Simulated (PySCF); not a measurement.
# C₂H₆OSi (SMILES C=CO[SiH3]): what the fields show

```yaml
atoms:
  - { symbol: C, position_ang: [1.6229, -0.1107, 0.3567] }
  - { symbol: C, position_ang: [0.9532, 0.4623, -0.6269] }
  - { symbol: O, position_ang: [-0.3789, 0.4682, -0.7857] }
  - { symbol: Si, position_ang: [-1.6076, -0.1632, 0.0774] }
  - { symbol: H, position_ang: [2.6946, -0.0640, 0.3942] }
  - { symbol: H, position_ang: [1.1178, -0.6416, 1.1443] }
  - { symbol: H, position_ang: [1.4543, 0.9993, -1.4252] }
  - { symbol: H, position_ang: [-1.4939, -1.6206, 0.1657] }
  - { symbol: H, position_ang: [-1.6389, 0.3947, 1.4307] }
  - { symbol: H, position_ang: [-2.7147, 0.2802, -0.7536] }
```

Geometry: GFN2-xTB.

Level of theory: PySCF 2.14.0, PBE0/pcSseg-1, SCF density, gas phase, non-relativistic.

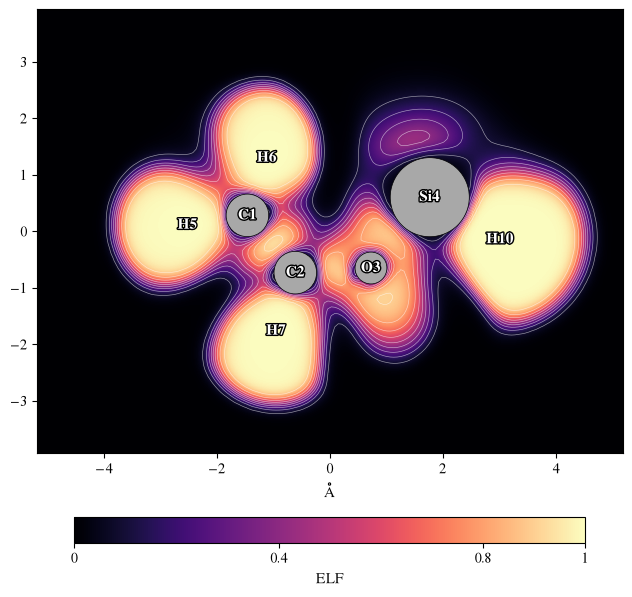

Figure 1. Electron localisation function on the plane of atoms O3, Si4 and H10. Grey discs cover the atomic cores.

Read the bonding off the picture.

Answer.
- Atoms in the plane: C, O, Si and H.
- C–C (1.32 Å): the ELF peaks at about 0.95 between the atoms; a multiple bond.
- C–O (1.34 Å): the ELF peaks at about 0.90 between the atoms, as expected for a shared but strongly polarised pair.
- Si–O (1.63 Å): the ELF peaks at about 0.85 between the atoms, as expected for a shared but strongly polarised pair.
- C–H (1.07 Å): the ELF climbs to about 1 towards the hydrogen, as it does in any bond to H: an ordinary covalent bond to hydrogen.
- Si–H (1.45 Å): the ELF climbs to about 1 towards the hydrogen.
- The ELF also peaks beside O3, away from the bonds: lone-pair regions.

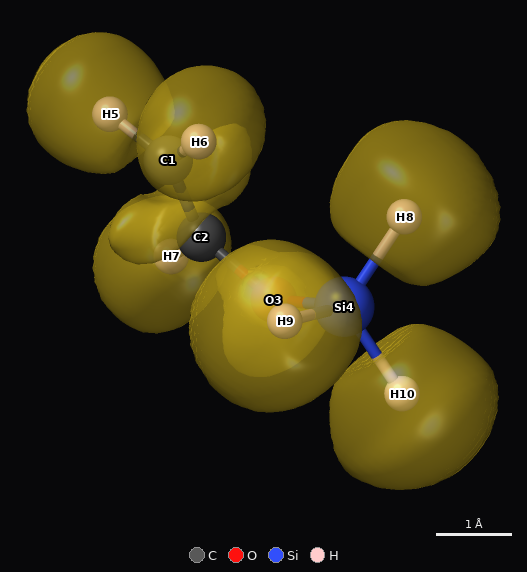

Figure 2. Isosurface of the electron localisation function at 0.75 (yellow), seen at an oblique angle. Core shells and regions of very low density are left out.

Where are the electrons localised?

Answer. The surface consists of one region between bonded C–C atoms (shared pairs), six regions around hydrogen nuclei and one region on O in which the atom's valence shell and bonds are merged.

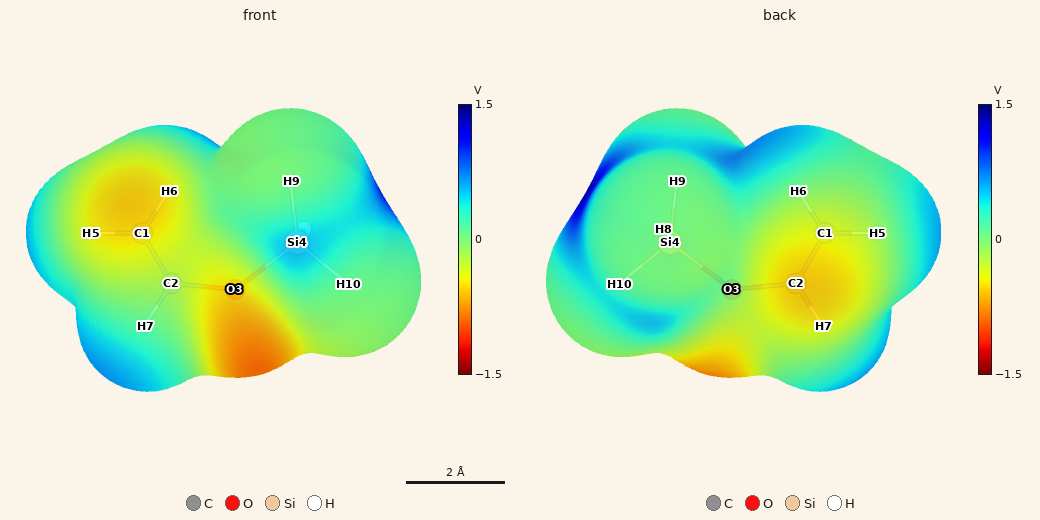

Figure 3. The electrostatic potential painted on the density surface at 0.001 e/bohr³, seen from the front and from behind; the colour scale runs from red (negative) to blue (positive).

Describe the electrostatic potential map.

Answer. The most negative region (about −0.9 V) lies over O3, the most positive (about +1.3 V) over Si4.
